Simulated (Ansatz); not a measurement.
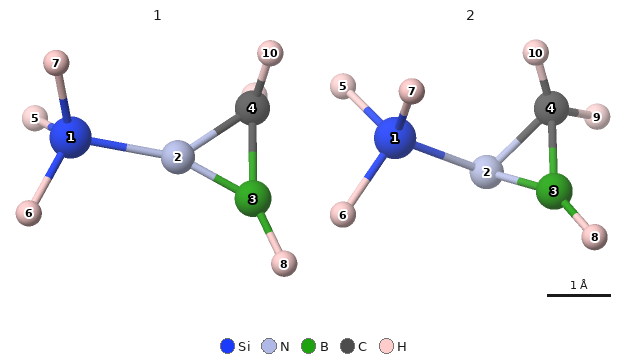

Two geometries of CH6BNSi (coarse preliminary run), drawn at one scale. One is the start of a relaxation, the other its converged end. Style: ball-and-stick. Shown at a tilt.

Theory: Ansatz 0.2.0, RKS PBE-D4/def2-SVP. Settings: force threshold 0.03 eV/Å; at most 200 steps.

Which geometry has the lower energy?

Structure 1 is the relaxed one. The start comes from a force field. H7 moves most after the best rigid fit: 0.86 Å. Largest moves by element: H 0.86 Å, N 0.83 Å, B 0.30 Å, C 0.25 Å, Si 0.19 Å. Near-neighbour distances that change, for instance: Si1–B3 2.689 → 3.076 Å, N2–B3 1.558 → 1.374 Å, Si1–H7 1.436 → 1.506 Å, C4–H10 1.039 → 1.108 Å. Among the angles between lasting bonds that change: Si1–N2–B3 105.9° → 159.9°, Si1–N2–C4 107.2° → 134.9°, B3–C4–H9 107.3° → 121.9°. After 10 accepted moves (11 points after the start) the energy has fallen by 142.0 kJ/mol. Largest force component: 4.3 eV/Å at the start, 0.025 eV/Å at the end. The line search rejected the trial step at point 8 of the run.
